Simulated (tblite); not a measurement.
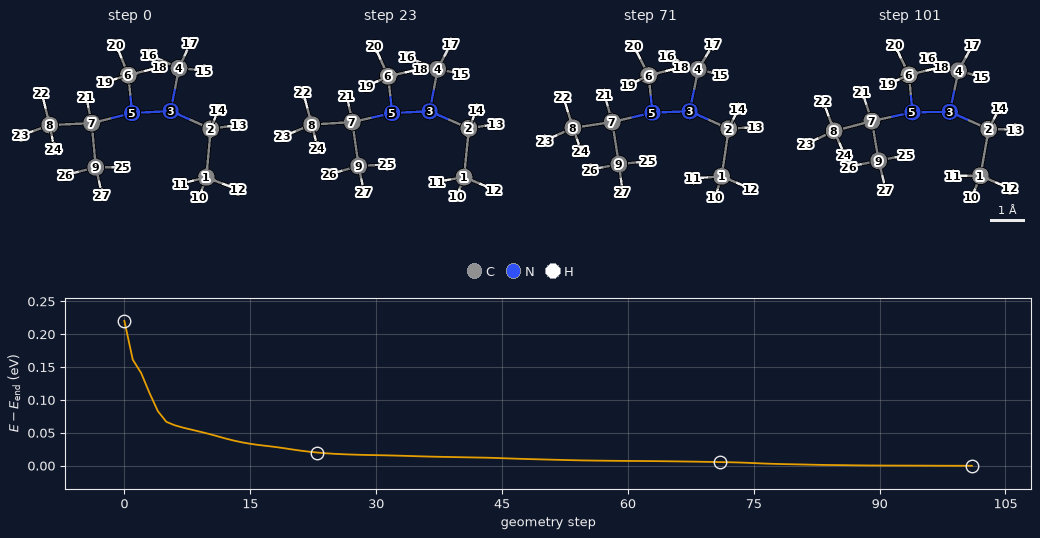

Frames of a relaxation of C₇H₁₈N₂, marked on the history of the run. A ball-and-stick model, seen face on.

All numbers below come from GFN2-xTB geometry optimisation, gas phase (tblite). 

### What happens along the run?

After 101 geometry steps the energy has fallen by 0.220 eV. The atom that moves furthest after the best rigid fit is H25 (0.40 Å). By element the largest moves are H 0.40 Å, C 0.28 Å, N 0.04 Å. Some distances before and after: N3–N5 1.473 → 1.411 Å, C2–N3 1.489 → 1.452 Å, N5–C7 1.489 → 1.462 Å, C1–H12 1.106 → 1.087 Å. Among the angles between lasting bonds that change: N5–C7–C8 112.4° → 109.9°, N3–C4–H16 111.7° → 109.2°, N3–C2–H13 109.1° → 106.7°. From step 0 to 23: H25 moves most (0.18 Å), energy −0.200 eV. From step 23 to 71: H atoms move most (0.20 Å), energy −0.014 eV. From step 71 to 101: H25 moves most (0.25 Å), energy −0.006 eV.
